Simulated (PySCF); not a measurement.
**PH2F (phosphinous fluoride(8ci,9ci)) at CCSDTQ/STO-3G**

What is the energy change on altering one bond length of PH2F (phosphinous fluoride(8ci,9ci)) at CCSDTQ/STO-3G? The job is set up through a Python script.

The results are computed with PySCF 2.14.0.

10 further runs of the same task are left out: 1 that didn't finish, 9 set aside as unsound or not needed.

### Step 1. The structure to begin with

PH2F: 4 atoms, total charge 0, spin state singlet. As SMILES, `FP`. The shape is that of a GFN2-xTB optimisation.

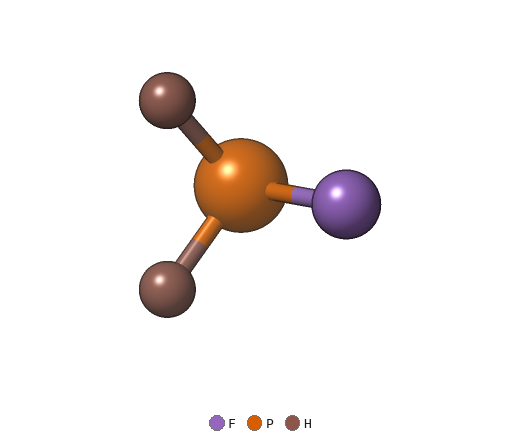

The structure, seen from a chosen angle (fluorine purple, phosphorus orange, hydrogen brown).

### Step 2. A single-point energy at CCSDTQ/STO-3G

Contents of job.py:

```python
# phosphinous fluoride(8ci,9ci)
from pyscf import gto, cc

mol = gto.M(
    atom='F 1.160540 0.668850 -0.222660; P -0.072030 -0.369080 -0.479670; H -1.053910 0.574260 -0.129560; H -0.034600 -0.874030 0.831900',
    basis='sto-3g',
    max_memory=1860,
    verbose=3,
    charge=0,
)

myscf = mol.RHF()
myscf.conv_tol = 1e-10
myscf.kernel()
if not myscf.converged:
    myscf = myscf.newton().run(myscf.mo_coeff, myscf.mo_occ)

mycc = cc.CCSDTQ(myscf, frozen=6)
mycc.kernel()
energy = mycc.e_tot
print('E(%s) = %.9f' % ('CCSDTQ', energy))
```

Command:

```console
$ OMP_NUM_THREADS=1 python job.py
```

The log of the run:

```text
converged SCF energy = -436.085430746833
_make_eris_incore_RCCSDTQ
RCCSDTQ converged
E(RCCSDTQ) = -436.1614344415793   E_corr = -0.07600369474677363
E_corr(same-spin) = -0.00279964940436078
E_corr(oppo-spin) = -0.0732040453424128
E(CCSDTQ) = -436.161434442
```

Wall time 2.3 s (1 thread of Arm Neoverse V2, shared host); peak memory 0.12 GiB.

### Step 3. The distorted shape

Contents of job.py:

```python
from pyscf import gto, scf, cc

mol = gto.Mole()
mol.atom = '''
F      3.357694     2.244630    -0.177931
P     -0.136117    -0.697460    -0.906445
H     -1.991601     1.085194    -0.244833
H     -0.065385    -1.651677     1.572063
'''
mol.basis = 'sto-3g'
mol.max_memory = 1860
mol.verbose = 3
mol.unit = 'bohr'
mol.build()

calc0 = scf.RHF(mol)
calc0.conv_tol = 1e-10
calc0.kernel()
if not calc0.converged:
    calc0 = calc0.newton().run(calc0.mo_coeff, calc0.mo_occ)

mycc = cc.CCSDTQ(calc0, frozen=6)
mycc.kernel()
e_final = mycc.e_tot
print('Final energy', e_final)
```

Command:

```console
$ OMP_NUM_THREADS=1 python job.py
```

The log of the run:

```text
converged SCF energy = -435.894174656561
_make_eris_incore_RCCSDTQ
RCCSDTQ converged
E(RCCSDTQ) = -436.0796700677777   E_corr = -0.1854954112166794
E_corr(same-spin) = -5.56861512179635e-05
E_corr(oppo-spin) = -0.185439725065461
Final energy -436.07967006777767
```

Run time: 4.2 s. Hardware: 1 thread of Arm Neoverse V2, shared host; peak memory 0.11 GiB.

### Step 4. Outcome

Level: CCSDTQ/STO-3G, 6 core orbitals frozen.

| quantity | value |
| --- | --- |
| first shape: total energy | -436.16143 Eh |
| first shape: dipole moment (Hartree–Fock density) | 1.02 D |
| first shape: HOMO energy (Hartree–Fock orbitals) | -8.18 eV |
| first shape: LUMO energy (Hartree–Fock orbitals) | 11.37 eV |
| first shape: HOMO–LUMO gap (Hartree–Fock orbitals) | 19.55 eV |
| first shape: correlation energy (6 core orbitals frozen) | -76.0 mEh |
| first shape: T1 diagnostic | 0.009 |
| distorted shape: total energy | -436.07967 Eh |
| distorted shape: dipole moment (Hartree–Fock density) | 2.04 D |
| distorted shape: HOMO energy (Hartree–Fock orbitals) | -6.54 eV |
| distorted shape: LUMO energy (Hartree–Fock orbitals) | 3.94 eV |
| distorted shape: HOMO–LUMO gap (Hartree–Fock orbitals) | 10.48 eV |
| distorted shape: correlation energy (6 core orbitals frozen) | -185.5 mEh |
| distorted shape: T1 diagnostic | 0.032 |
| energy change with the F1–P2 bond stretched from 1.632 to 2.448 Å | 2.225 eV |

In words: With the F1–P2 bond stretched from 1.632 to 2.448 Å the energy rises by 2.22 eV (51 kcal/mol). The first shape isn't relaxed at this level, so the change isn't measured from a minimum. The minimal basis adds a large error of its own. Mulliken charges (first shape) of the mean-field density run from -0.28 on F1 to +0.53 on P2; they depend strongly on the basis.
